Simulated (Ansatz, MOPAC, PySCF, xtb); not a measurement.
Potential energy curve for SMILES B (H₃B). The B1–H4 bond (B1 also carries H, H; H4 carries nothing else) is stretched with both fragments frozen at the PBE0/def2-TZVP optimised geometry.

```
4

B      0.0000     0.0000     0.0000
H      0.0000     1.0335    -0.5967
H     -0.0030    -1.0335    -0.5967
H      0.0000     0.0000     1.1934
```

RKS-TPSSh = restricted TPSSh/cc-pVTZ run with PySCF; GFN1-xTB (xtb); AM1, restricted, heats of formation (MOPAC); RCCSDT(Q) = CCSDT(Q) on RHF/cc-pVTZ, frozen core (Ansatz, a program for electronic structure); UHF/STO-3G = PySCF 2.14.0 with unrestricted Hartree-Fock/STO-3G.

Energies are in kJ/mol, each relative to the lowest point of its own curve near equilibrium.

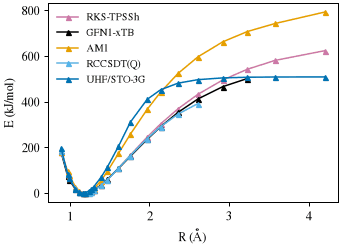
Fig. 1. Energy against bond length for each method.

```tsv
R / Å	RKS-TPSSh	GFN1-xTB	AM1	RCCSDT(Q)	UHF/STO-3G
0.89	182.3	178.5	182.1	183.5	196.2
0.97	83.8	76.3	96.2	84.4	84.8
0.99	66.8	59.5	79.0	67.2	65.7
1.07	20.9	16.4	27.3	21.0	16.3
1.12	6.6	4.3	8.9	6.6	3.0
1.16	1.2	0.3	1.6	1.2	0.0
1.19	0.0	0.0	0.0	0.0	1.5
1.24	2.5	3.6	4.2	2.5	9.9
1.27	6.3	7.8	10.3	6.3	18.1
1.30	11.5	13.2	18.7	11.5	28.3
1.39	33.4	35.4	54.4	33.4	68.5
1.47	58.6	60.0	94.9	58.4	113.4
1.61	109.3	108.0	173.5	108.5	204.8
1.76	166.9	161.5	258.0	164.5	310.9
1.97	245.1	235.1	366.3	238.6	410.3
2.14	303.1	290.5	442.4	290.9	452.6
2.36	369.5	353.8	524.4	346.3	481.6
2.61	432.8	412.5	597.0	392.3	496.8
2.92	495.2	466.0	662.2	—	504.5
3.23	542.4	501.8	707.5	—	507.3
3.58	581.2	—	742.8	—	508.4
4.20	623.5	—	792.6	—	508.8
```

At the longest distance, 4.20 Å, AM1 lies highest above its minimum (792.6 kJ/mol) and UHF/STO-3G lowest (508.8 kJ/mol).

A dash means that the run gave no value there, or that the column was ended at a point which the program doubted or which failed a test of continuity chosen for this set; such a test can also cut sound points.

At the longest distance RKS-TPSSh leaves fractional charges on the fragments, a sign of delocalisation error or of the restricted form. The restricted form behind RKS-TPSSh, AM1 keeps the bonding electrons paired and can't separate into open-shell fragments. The T1 diagnostic of CCSD on the restricted reference of RCCSDT(Q) exceeds 0.045 at 2.61 to 4.20 Å. The unrestricted determinant behind UHF/STO-3G is spin-contaminated at 1.76 to 4.20 Å (<S²> up to 1.0, against 0.00 for a pure singlet).
